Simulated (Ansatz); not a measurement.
# HNO2 (nitrous acid): levels of theory compared

Wanted: a comparison of 6 runs (HF/STO-3G, UHF/STO-3G, SVWN5/STO-3G, UPBE/STO-3G, UMP2/STO-3G, BCCD(T)/STO-3G) of HNO2 (nitrous acid). 

The calculation is run with Ansatz 0.2.0.

54 further runs of the same task are left out: 1 that didn't finish, 53 set aside as unsound or not needed.

## Step 1: Starting point

HNO2: 4 atoms, total charge 0, spin state singlet. SMILES: `O=NO`. The O3–N2 distance was set to 2.089 Å, away from the relaxed value. At this shape a bond of the SMILES string is far longer than usual.

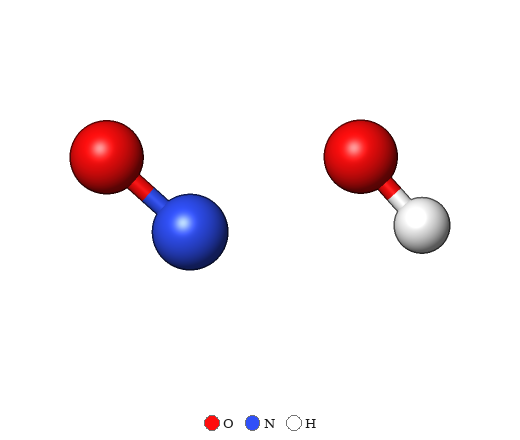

Viewed from a chosen angle; oxygen red, nitrogen blue, hydrogen white.

## Step 2: A single-point energy at HF/STO-3G (run 1)

in.yaml reads:

```yaml
crystal:
  periodic: [false, false, false]
  atoms:
    - symbol: O
      position_ang: [0.762970, -0.367950, 1.917603]
    - symbol: N
      position_ang: [0.657580, -0.825060, 0.833573]
    - symbol: O
      position_ang: [-0.357270, 0.415910, -0.505360]
    - symbol: H
      position_ang: [-0.386730, -0.050180, -1.353230]
basis:
  gaussian: {orbitals: STO-3G}
hamiltonian: {xc: hf}
accuracy: high
```

On the command line:

```console
$ ansatz run in.yaml --threads 1 --pin off --max-ram 2610MiB --events-out events.jsonl --progress --plain --runs-dir runs
```

Log:

```text
Warning: RAYON_NUM_THREADS=1 ignored (pool sized by the plan → 1); use --threads N
Functional definition: HF
  name "HF"
  exchange = exact_x
  correlation = 0
270 factors; integrals over basis functions are off by at most 2.3e-8 eV
mean field evaluation 1: about -5482.3121 eV, gradient 3.1e1 eV
mean field evaluation 2: about -5482.3888 eV, gradient 3.2e1 eV
mean field evaluation 4: about -5487.6442 eV, gradient 1.8e1 eV
mean field evaluation 8: about -5490.1195 eV, gradient 8.9e-1 eV
mean field evaluation 16: about -5490.1079 eV, gradient 1.6e-8 eV
mean field -5490.10788680 eV, -201.7577435112 hartree, gradient 1.7e-8 eV, S^2 0.000000; 0 other end points of the search recorded, 0 dependent functions left out
reference -5490.10788680 eV, -201.7577435112 hartree; 12, 12 occupied and 4, 4 virtual orbitals, 270 factors
Total energy: -5490.10788680 eV, -201.7577435112 hartree
```

It took 0.06 s on 1 thread of Intel Xeon Platinum 8559C (Emerald Rapids), shared host.

## Step 3: The energy at UHF/STO-3G (run 2)

in.yaml reads:

```yaml
crystal:
  periodic: [false, false, false]
  atoms:
    - {symbol: O, position_ang: [0.762970, -0.367950, 1.917603]}
    - {symbol: "N", position_ang: [0.657580, -0.825060, 0.833573]}
    - {symbol: O, position_ang: [-0.357270, 0.415910, -0.505360]}
    - {symbol: H, position_ang: [-0.386730, -0.050180, -1.353230]}
basis:
  gaussian:
    orbitals: STO-3G
magnetization:
  spin_polarized: true
hamiltonian:
  xc: hf
accuracy: high
```

On the command line:

```console
$ ansatz run in.yaml --threads 1 --pin off --max-ram 2610MiB --events-out events.jsonl --progress --plain --runs-dir runs
```

Log (excerpt; [...] marks lines left out):

```text
Warning: RAYON_NUM_THREADS=1 ignored (pool sized by the plan → 1); use --threads N
[... 2 set-up lines as earlier in the session ...]
[...]
270 factors; integrals over basis functions are off by at most 2.3e-8 eV
[...]
mean field -5493.92480396 eV, -201.8980126294 hartree, gradient 2.7e-8 eV, S^2 1.311765; 8 other end points of the search recorded, 0 dependent functions left out
reference -5493.92480396 eV, -201.8980126294 hartree; 12, 12 occupied and 4, 4 virtual orbitals, 270 factors
Total energy: -5493.92480396 eV, -201.8980126294 hartree
```

It took 0.32 s on 1 thread of Intel Xeon Platinum 8559C (Emerald Rapids), shared host.

## Step 4: The energy at SVWN5/STO-3G (run 3)

input.yaml reads:

```yaml
crystal:
  periodic: [false, false, false]
  atoms:
    - symbol: O
      position_ang: [0.762970, -0.367950, 1.917603]
    - symbol: "N"
      position_ang: [0.657580, -0.825060, 0.833573]
    - symbol: O
      position_ang: [-0.357270, 0.415910, -0.505360]
    - symbol: H
      position_ang: [-0.386730, -0.050180, -1.353230]
basis:
  gaussian:
    orbitals: STO-3G
hamiltonian:
  xc: {name: SVWN5}
accuracy: high
```

On the command line:

```console
$ ansatz run input.yaml --threads 1 --pin off --max-ram 2610MiB --events-out events.jsonl --progress --plain --runs-dir runs
```

Log:

```text
Warning: RAYON_NUM_THREADS=1 ignored (pool sized by the plan → 1); use --threads N
Functional definition: SVWN5
  name "SVWN5"
  exchange = slater_x
  correlation = vwn5_c
270 factors; integrals over basis functions are off by at most 2.3e-8 eV
mean field evaluation 1: about -5467.7074 eV, gradient 4.0e1 eV
mean field evaluation 2: about -5304.7117 eV, gradient 1.9e2 eV
mean field evaluation 4: about -5465.6358 eV, gradient 4.2e1 eV
mean field evaluation 8: about -5477.5102 eV, gradient 2.0e-1 eV
mean field evaluation 16: about -5474.7835 eV, gradient 1.8e1 eV
mean field -5477.51043780 eV, -201.2947957993 hartree, gradient 2.6e-8 eV, S^2 0.000000; 1 other end points of the search recorded, 0 dependent functions left out
reference -5477.51043903 eV, -201.2947958446 hartree; 12, 12 occupied and 4, 4 virtual orbitals, 270 factors
Total energy: -5477.51043903 eV, -201.2947958446 hartree
```

Run time: 0.34 s. Hardware: 1 thread of Intel Xeon Platinum 8559C (Emerald Rapids), shared host.

Runs 4 to 5 aren't shown in full; the table further down has their settings and results.

## Step 5: The energy at BCCD(T)/STO-3G (run 6)

input.yaml reads:

```yaml
crystal:
  periodic: [false, false, false]
  atoms:
    - {symbol: O, position_ang: [0.762970, -0.367950, 1.917603]}
    - {symbol: N, position_ang: [0.657580, -0.825060, 0.833573]}
    - {symbol: O, position_ang: [-0.357270, 0.415910, -0.505360]}
    - {symbol: H, position_ang: [-0.386730, -0.050180, -1.353230]}
basis:
  gaussian:
    orbitals: STO-3G
accuracy: high
scf:
  omitted_lower_state_checks: [cluster_reference, increment]
correlation:
  method: bccd_t
  frozen_orbitals: {H: 0, "N": 1, O: 1}
```

On the command line:

```console
$ ansatz run input.yaml --threads 1 --pin off --max-ram 2610MiB --events-out events.jsonl --progress --plain --runs-dir runs
```

Log:

```text
Warning: RAYON_NUM_THREADS=1 ignored (pool sized by the plan → 1); use --threads N
[... 12 lines left out ...]
3 core orbitals not correlated: weight in the atoms' cores, before any rotation towards them, 1.000 or more for the frozen orbitals, at most 0.000 for the correlated occupied ones
[... 44 lines left out ...]
WARN: these amplitudes may be one of several solutions (largest doubles amplitude 0.50, level shift 8.07 eV)
Total energy: -5498.62880296 eV, -202.0708814043 hartree
Checks for a lower state left out: cluster_reference, increment
```

Run time: 0.16 s. Hardware: 1 thread of Intel Xeon Platinum 8559C (Emerald Rapids), shared host.

## Step 6: Overview of the runs

```
run           level  frozen core orbitals  energy (Eh)  wall time
  1       HF/STO-3G                     –  -201.757744     0.06 s
  2      UHF/STO-3G                     –  -201.898013     0.32 s
  3    SVWN5/STO-3G                     –  -201.294796     0.34 s
  4     UPBE/STO-3G                     –  -202.637831      1.7 s
  5     UMP2/STO-3G                     3  -201.994035     0.42 s
  6  BCCD(T)/STO-3G                     3  -202.070881     0.16 s
```

## Step 7: Summary of results

```
                                          quantity          value
                               run 6: total energy  -202.07088 Eh
run 6: correlation energy (3 core orbitals frozen)     -313.1 mEh
                             run 6: (T) correction     -20.64 mEh
```

In words: Below the UHF energy at the same shape and in the same basis (STO-3G): UMP2 -96.0 mEh; BCCD(T) -172.9 mEh. Some of these start from another determinant than that one, so these aren't their correlation energies. Totals of different functionals can't be ranked against each other. In run 6 the log says that unrestricted orbitals would lower the reference, so the values rest on an unstable closed-shell determinant (other closed-shell runs at this shape may share the fault). In runs 1, 2, 3, 4, 5, 6 the basis is minimal, so the values are rough. Spin contamination of the reference: run 2 ⟨S²⟩ = 1.31, run 5 ⟨S²⟩ = 1.31, run 4 ⟨S²⟩ = 0.27. Where it is this large, the reference is a mixture of spin states, and values that rest on it are in doubt. All runs together took 3 s, the longest 1.7 s.
